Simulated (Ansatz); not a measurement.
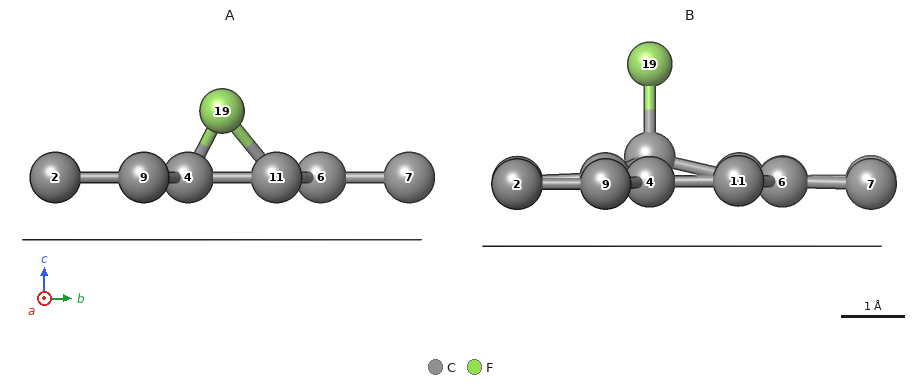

Two geometries of a slab of composition C18F, drawn at one scale. One is the start of a relaxation, the other its converged end. Style: ball-and-stick. Shown: the cell of the calculation, outlined in the plane, without the vacuum (origin shifted), along the a axis.

Theory: DFT LDA, scalar-relativistic, plane waves, PAW in Ansatz 0.2.0. Set-up: plane-wave cutoff 420 eV; k-point mesh 2 × 2 × 1; occupations fermi dirac; smearing width 0.05 eV; collinear spin; atoms relaxed in a fixed cell; force threshold 0.03 eV/Å; at most 60 steps.

Which one is relaxed?

Answer. Structure B is the relaxed one. It is F on graphene monolayer, set down by a guess. The run prepares an end point of a later path (adatom hop) calculation, from a guessed geometry. The F atom moves most relative to the layer's centre: 1.09 Å at 46° to the normal (+c side). By element the largest moves are F 1.09 Å, C 0.32 Å. The lattice vectors keep their values. Some distances before and after: C–F 1.514 → 2.330 Å, C–F 1.764 → 2.330 Å, C–F 1.351 → 1.501 Å, C–C 1.424 → 1.477 Å. Bond angles that change, for instance: C–C–F 66.1° → 103.0°, C–C–F 78.9° → 103.0°, C–C–F 126.7° → 103.0°. After 9 accepted moves (10 points after the start) the energy has fallen by 6.243 eV per cell of the calculation. Largest force component: 17 eV/Å at the start, 0.003 eV/Å at the end. The line search rejected the trial step at point 8 of the run. The program noted that the starting moments weren't kept. Cost: 74 s on 2 threads of Intel(R) Xeon(R) Platinum 8488C (Sapphire Rapids), with other jobs on the host, peak memory 0.86 GiB.

Limits of the set-up: the k-point mesh is coarse for a cell with partly filled bands; the periodic images lie only 7.4 Å apart, so the values are limited by the cell's size.
